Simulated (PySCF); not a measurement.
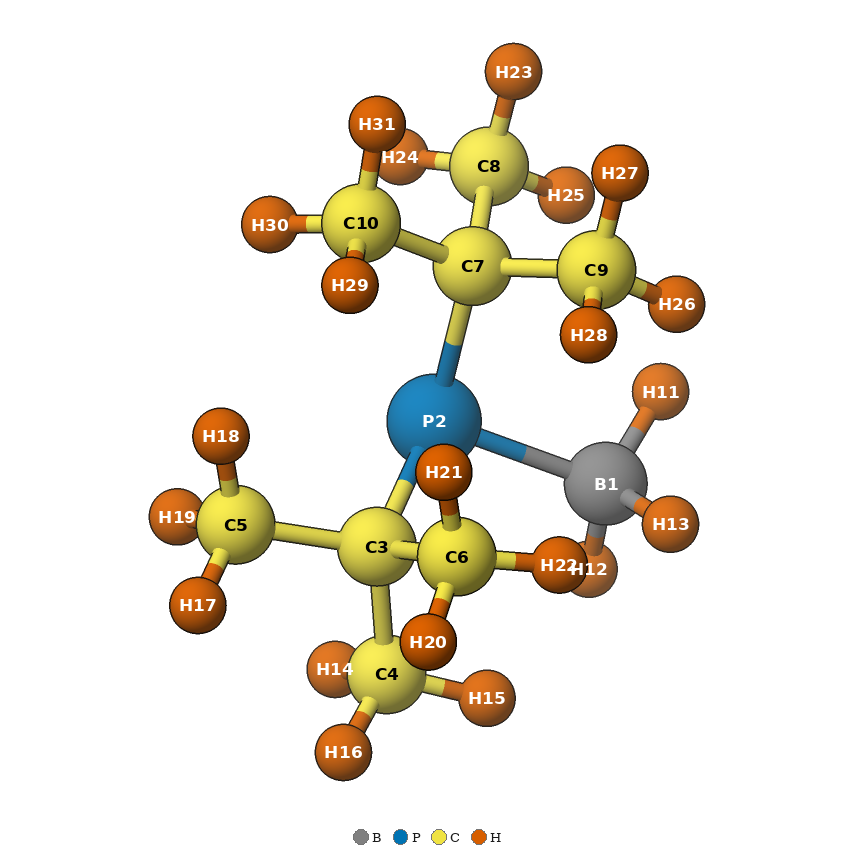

State: charge −1, singlet. The computed structure is the end point of a PBE0-D3(BJ)/def2-SVP optimisation. No frequency run is at hand to confirm it as a minimum. Electric field gradients from the ground-state density, PBE0/pcSseg-1 (PySCF 2.14.0), non-relativistic apart from any core potentials.

Give the largest field-gradient component, the quadrupole coupling constant and the asymmetry for 11B at B1 (Q = 40.59 mb), 2H at H11 (Q = 2.86 mb), 2H at H12 (Q = 2.86 mb), 2H at H13 (Q = 2.86 mb), 2H at H14 (Q = 2.86 mb).

```tsv
atom	V_zz (a.u.)	e²qQ/h (MHz)	η
B1	0.078	0.744	0.16
H11	0.193	0.130	0.04
H12	0.194	0.131	0.02
H13	0.190	0.128	0.02
H14	0.291	0.195	0.02
```
